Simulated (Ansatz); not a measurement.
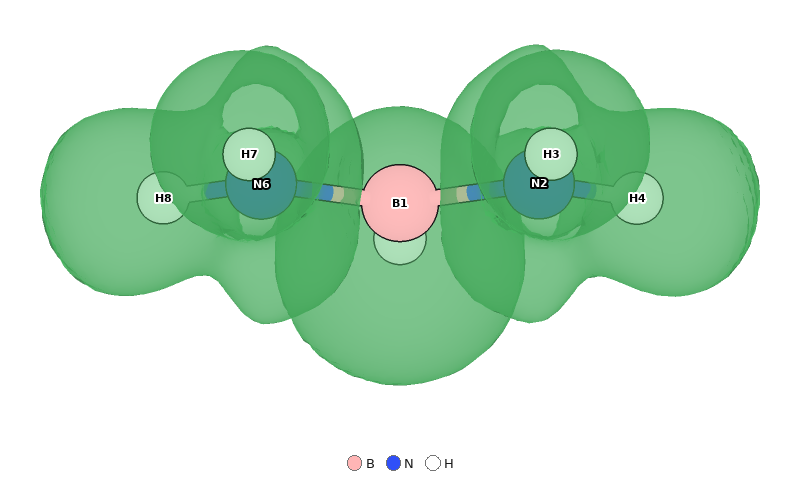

Figure. BH$_{5}$N$_{2}$. Isosurface of the electron localisation function at 0.75 (green), seen from one side. Only the valence region is drawn (cores and ρ < 0.01 e/Å³ removed).

These are results of RKS PBE0/def2-SVP in Ansatz 0.2.0, not measurements.

Input file:

```
crystal:
  periodic: [false, false, false]
  atoms:
    - { symbol: B, position_ang: [0.0, 0.0, 0.0] }
    - { symbol: "N", position_ang: [0.0, 0.0, 1.55] }
    - { symbol: H, position_ang: [-0.877, -0.2713, 2.08] }
    - { symbol: H, position_ang: [0.877, 0.2713, 2.08] }
    - { symbol: H, position_ang: [1.0305, 0.0, -0.595] }
    - { symbol: "N", position_ang: [-1.3423, 0.0, -0.775] }
    - { symbol: H, position_ang: [-2.0112, -0.8164, -0.6764] }
    - { symbol: H, position_ang: [-1.5914, 0.8164, -1.4036] }
basis:
  gaussian: { orbitals: def2-SVP }
hamiltonian:
  xc: pbe0
relax:
  f_tol: 0.02
  max_steps: 40
output:
  orbitals: {}
```

Command:

```sh
ansatz run input.yaml --threads 1 --pin off --max-ram 2048MiB --backend cpu --events-out ev --progress --plain --runs-dir out
```

The fields are those of the run's last geometry, not of the input's.

Question: What do the ELF domains correspond to?

Answer: The surface consists of one region around a hydrogen nucleus and two joined regions spread over several atoms (H, N), in which their bonds and any lone pairs are merged. Along the contacts the grid gives the following. B–N (1.41 Å): the ELF peaks at about 0.95 between the atoms; a polar covalent bond. N–H (1.01 Å): the ELF climbs to about 1 towards the hydrogen, as it does in any bond to H: a covalent bond by its length.
